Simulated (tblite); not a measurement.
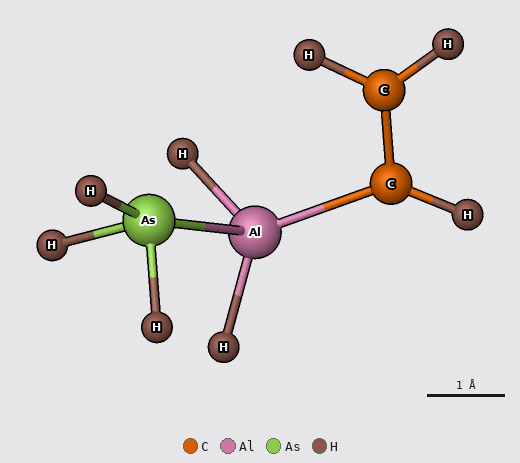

Fig. 1: The input geometry (ball-and-stick view, seen at a tilt). Sticks mark near contacts. Bond lengths as drawn: Al–As 2.64 Å, Al–C 1.99 Å, Al–H 1.57 Å, As–H 1.49 to 1.51 Å, C–C 1.34 Å and C–H 1.08 to 1.09 Å.

# C₂H₈AlAs: molecular dynamics

The run: molecular dynamics of C₂H₈AlAs. Method and program: GFN2-xTB Langevin dynamics, gas phase (tblite 0.8.0).

### What the program printed
```
t/fs     T/K      E/eV
    0.0   261.5   -319.30936
   25.0   211.4   -319.05485
   50.0   349.7   -318.93416
   75.0   311.5   -318.98434
  100.0   251.4   -319.02095
  125.0   284.8   -318.89885
  150.0   176.3   -318.74793
  175.0   269.6   -318.82913
  200.0   211.7   -318.91258
  225.0   312.2   -319.06994
  250.0   326.4   -319.04143
  275.0   214.5   -319.02478
  300.0   234.9   -319.03162
  325.0   222.6   -318.97896
  350.0   325.5   -319.03531
  375.0   256.6   -319.04591
  400.0   257.1   -318.99692
  425.0   212.0   -318.87598
  450.0   384.6   -318.95391
  475.0   274.9   -318.98081
  500.0   292.5   -318.93065
  525.0   240.9   -318.86624
  550.0   217.5   -318.86517
  575.0   218.5   -319.02861
  600.0   213.6   -318.94839
  625.0   218.9   -318.76762
  650.0   306.5   -318.92515
  675.0   215.9   -318.85271
  700.0   279.6   -318.92504
  725.0   319.1   -318.94955
  750.0   343.8   -319.06797
  775.0   258.3   -318.96978
  800.0   235.0   -318.92829
  825.0   261.2   -318.93981
  850.0   306.1   -318.99738
  875.0   273.6   -318.94635
  900.0   345.5   -319.00269
  925.0   305.3   -318.79822
  950.0   443.1   -318.99969
  975.0   312.1   -318.84678
 1000.0   306.6   -318.83414
```

### Trajectory as extended XYZ (Å, eV, eV/Å), 8 of the 41 frames kept, from step=0 to step=40
```
12
Properties=species:S:1:pos:R:3:forces:R:3 step=0 time_fs=0.0 energy=-319.30936 temperature=261.5
C     2.0693    0.3767    0.2346   -0.0006  -0.0043  -0.0011
C     1.5606   -0.8375    0.4642   -0.0024   0.0020  -0.0019
Al   -0.0907   -1.1134   -0.6058    0.0008   0.0039  -0.0039
As   -1.5942    0.9045    0.1858    0.0035  -0.0004   0.0032
H     3.0089    0.7424    0.6298   -0.0002   0.0017   0.0059
H     1.5311    1.0763   -0.4080   -0.0017   0.0017  -0.0077
H     2.1465   -1.4994    1.1028   -0.0042  -0.0007   0.0078
H    -0.0955   -0.5879   -2.0840   -0.0022   0.0027  -0.0011
H    -1.2380   -2.1248   -0.2511    0.0026  -0.0064  -0.0062
H    -2.2494    2.2255    0.4923    0.0033   0.0025  -0.0021
H    -2.4186    0.2358    1.2290    0.0043   0.0035   0.0061
H    -2.6288    0.6012   -0.8392   -0.0032  -0.0062   0.0008
12
Properties=species:S:1:pos:R:3:forces:R:3 step=6 time_fs=150.0 energy=-318.74793 temperature=176.3
C     1.8131    0.7110    0.0375   -0.7380  -0.7441   0.1106
C     1.0784   -0.1552    0.7590    1.1177  -0.6575  -0.3422
Al   -0.1710   -1.2405   -0.4168   -0.7759   1.1116   0.9568
As   -1.9961    1.1148    0.2288   -0.3187   0.1963   0.1070
H     2.5741    1.3449    0.4518    0.1777   0.1661  -0.1512
H     1.5654    0.7515   -1.0164    0.2041   0.5043  -0.2205
H     1.4658   -0.3122    1.7720   -0.5323   0.0705   0.0825
H    -0.4544   -0.6731   -1.8787    0.2659  -0.3943   0.1337
H    -1.2070   -2.2270    0.3073    0.4078  -0.0119  -0.4831
H    -2.4288    2.2177    1.1568    0.0662  -0.2065   0.4434
H    -2.7130    2.0074   -0.7550    0.3213  -0.2061  -0.3533
H    -0.6949    1.8220    0.0967   -0.1958   0.1717  -0.2837
12
Properties=species:S:1:pos:R:3:forces:R:3 step=11 time_fs=275.0 energy=-319.02478 temperature=214.5
C     1.8525    1.1003    0.2326   -0.4571  -0.8753   0.9894
C     1.4083   -0.0331    0.8027   -0.5904  -0.2882   0.0438
Al   -0.3123   -1.1074    0.4520    0.8251   0.8239  -0.2005
As   -2.2267    0.8196    0.1325   -0.0730  -0.2102   0.4494
H     2.7823    1.5276    0.5171    0.6590   0.4326   0.1087
H     1.2311    1.6930   -0.3982   -0.2022   0.0780  -0.6768
H     2.0347   -0.4785    1.6241   -0.1004   0.2483  -0.7365
H    -0.9057   -1.6732   -0.8581    0.1497  -0.2263  -0.3078
H    -0.9091   -1.6754    1.7047   -0.3538  -0.3270   0.6578
H    -2.2291    1.4315    1.5034    0.1688   0.0462  -0.1668
H    -3.7182    1.0088    0.1263    0.0891   0.0649  -0.1937
H    -1.9795    2.1268   -0.5200   -0.1148   0.2330   0.0329
12
Properties=species:S:1:pos:R:3:forces:R:3 step=17 time_fs=425.0 energy=-318.87598 temperature=212.0
C     0.9583    1.1112    0.4773    1.3585  -0.6499   0.5665
C     1.1392   -0.0325    1.2049   -0.2700   0.8657  -0.1013
Al   -0.2790   -1.3827    1.0036   -0.5166  -0.2697  -0.5498
As   -2.2800    0.4271    0.2103   -0.6174  -0.2965   0.7452
H     1.6657    1.9785    0.6512   -1.0869  -0.7923  -0.5588
H     0.2757    1.0893   -0.4213    0.7595   0.3163   1.0582
H     1.8986   -0.0959    2.0271   -0.4269   0.5805  -0.6513
H    -0.4944   -2.0097   -0.4314    0.0445  -0.0908   0.1597
H    -1.1293   -2.1031    2.1321    0.2004   0.1796  -0.0670
H    -2.3521    0.8153    1.7425   -0.1983  -0.4046  -0.9212
H    -3.6989   -0.2353    0.1162    0.7423   0.3548   0.3957
H    -2.9371    1.7313   -0.0992    0.0109   0.2069  -0.0760
12
Properties=species:S:1:pos:R:3:forces:R:3 step=23 time_fs=575.0 energy=-319.02861 temperature=218.5
C     1.2263    0.8958    1.3235   -1.1985   0.0626  -0.4291
C     1.3316   -0.4227    1.1078   -0.6576   0.4674   0.5712
Al   -0.2753   -1.6411    0.9791    0.8956   0.2847  -0.6208
As   -2.2770    0.0782    0.2822    0.7718  -0.7485   0.7819
H     2.0707    1.5421    1.4861    0.0438   0.2194   0.0845
H     0.2160    1.3857    1.2494    0.9523  -0.1884   0.1167
H     2.3525   -0.7423    1.2348    0.4089  -0.5409  -0.1694
H    -0.2500   -2.5292   -0.2962   -0.2658  -0.0550  -0.0894
H    -0.9621   -2.2809    2.1765   -0.3665  -0.0219   0.4184
H    -1.9230    0.5098    1.7439   -0.3563   0.0778  -0.7406
H    -3.2916   -0.8461    0.9042    0.0232   0.1748  -0.2491
H    -3.2686    1.1369   -0.0233   -0.2510   0.2681   0.3256
12
Properties=species:S:1:pos:R:3:forces:R:3 step=29 time_fs=725.0 energy=-318.94955 temperature=319.1
C     1.1910    1.0207    0.8269    0.5381  -0.6446   0.2521
C     1.1619   -0.3100    0.9193    0.0858  -0.4137   0.3685
Al   -0.3744   -1.5852    0.6185    0.2098  -0.6659  -0.6242
As   -2.3142    0.2013    0.3950   -0.7536  -0.9748  -0.6153
H     1.9906    1.6425    1.1679    0.5769   0.1403   0.1794
H     0.4338    1.5639    0.3403   -1.1001   0.5477  -0.5136
H     2.0612   -0.7715    1.3967   -0.4467   0.2659  -0.1536
H    -0.7420   -2.2215   -0.8635    0.2914   0.2803   0.5588
H    -0.7876   -2.5880    1.8005    0.0271   0.4159  -0.1916
H    -2.4780   -0.1088    1.8267    0.1486  -0.2726   0.3498
H    -2.7448   -1.3122   -0.0430    0.2389   1.1588   0.5439
H    -3.8013    0.5391    0.4171    0.1838   0.1628  -0.1542
12
Properties=species:S:1:pos:R:3:forces:R:3 step=34 time_fs=850.0 energy=-318.99738 temperature=306.1
C     1.1108    1.0390    0.7369    0.9670   0.3328   1.6588
C     1.1160   -0.2582    1.1249   -0.1751   1.0848   0.2548
Al   -0.1846   -1.4123    0.1449    0.4388   0.2771   0.6995
As   -2.3191    0.1435    0.5689   -0.5179  -0.4208  -0.7984
H     1.6062    1.8821    1.3310   -0.5581  -1.1695  -0.6815
H     0.6730    1.4041   -0.1658   -0.2552  -0.1154  -0.6464
H     1.5629   -0.4214    2.1342   -0.0712  -0.0577  -0.6938
H     0.0250   -1.7163   -1.3222   -0.1855  -0.0671  -0.4791
H    -1.0095   -2.3369    1.0879   -0.1751  -0.2660  -0.0170
H    -1.6663    0.2701    1.8616   -0.1490   0.0788   0.5674
H    -3.5204   -0.7009    1.0625    0.5986   0.5337  -0.0522
H    -3.0880    1.4535    0.6478    0.0827  -0.2105   0.1878
12
Properties=species:S:1:pos:R:3:forces:R:3 step=40 time_fs=1000.0 energy=-318.83414 temperature=306.6
C     1.0709    0.7041    1.7169   -0.0458   0.9146  -0.0766
C     1.0270   -0.5927    1.4969   -0.0038  -1.7119   0.8430
Al    0.2065   -1.1439   -0.2489    0.2687  -0.0731   0.3856
As   -2.1610   -0.0395    0.6817   -1.0124  -0.3010  -0.7169
H     1.6275    1.1755    2.5092   -0.1766   0.2081   0.2297
H     0.5056    1.3333    1.0345    0.3288   0.4998  -0.1595
H     1.4261   -1.2087    2.3542    0.1319   0.2915  -1.0477
H     0.8765   -0.6747   -1.6323   -0.4181  -0.0430   0.3657
H    -0.6998   -2.4010   -0.1565    0.0657  -0.2003  -0.4110
H    -2.7634   -1.4261    0.6061    0.1690   0.2770   0.2705
H    -2.3733   -0.0427   -0.8528    0.1295   0.1900   0.4810
H    -3.6167    0.5072    0.8758    0.5632  -0.0518  -0.1639
```

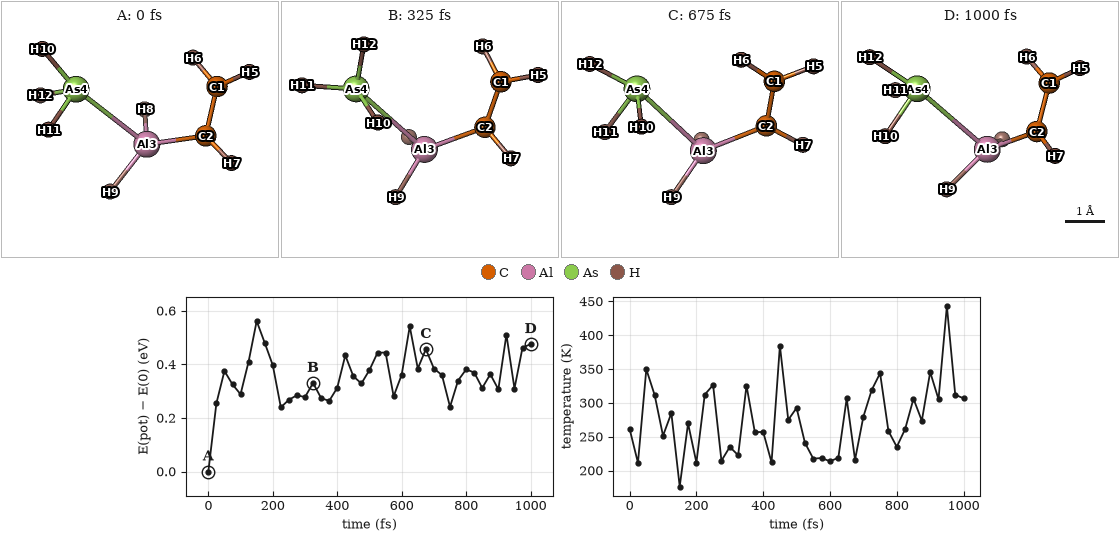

Fig. 2: Frames of the molecular dynamics (ball-and-stick, seen at a tilt) above the curves, on which the letters mark them. The trajectory kept here has 41 frames over 1000 fs. The temperature starts at 262 K, ranges from 176 to 443 K and averages 282 K over the second half. The potential energy ends 0.475 eV above its first value. After an unweighted best fit of the last frame on the first, the root-mean-square displacement is 1.16 Å, and H11 has moved furthest (2.26 Å).

The run was set up as follows.

### The input
```
{"job": {"kind": "md", "xc": "GFN2-xTB", "basis": "xTB", "temperature": 300, "steps": 2000, "every": 50}, "charge": 0, "multiplicity": 1}
C      2.069340     0.376694     0.234566
C      1.560559    -0.837544     0.464234
Al    -0.090688    -1.113450    -0.605751
As    -1.594174     0.904506     0.185786
H      3.008937     0.742358     0.629778
H      1.531066     1.076344    -0.407956
H      2.146457    -1.499415     1.102834
H     -0.095477    -0.587906    -2.083969
H     -1.238028    -2.124786    -0.251103
H     -2.249414     2.225480     0.492260
H     -2.418596     0.235840     1.229044
H     -2.628783     0.601194    -0.839231
```

The first line tells a small driver script what to run in tblite; the rest is the geometry in Å.

Launched with:
```bash
OMP_NUM_THREADS=1 python <driver script> task.json out
```

### Key numbers

```csv
quantity,value
outcome,finished
mean temperature over the second half,282 K
trajectory,"41 frames kept, 1000 fs"
hardware,"1 CPU thread, shared host"
wall time,7.8 s
peak memory,0.18 GiB
```
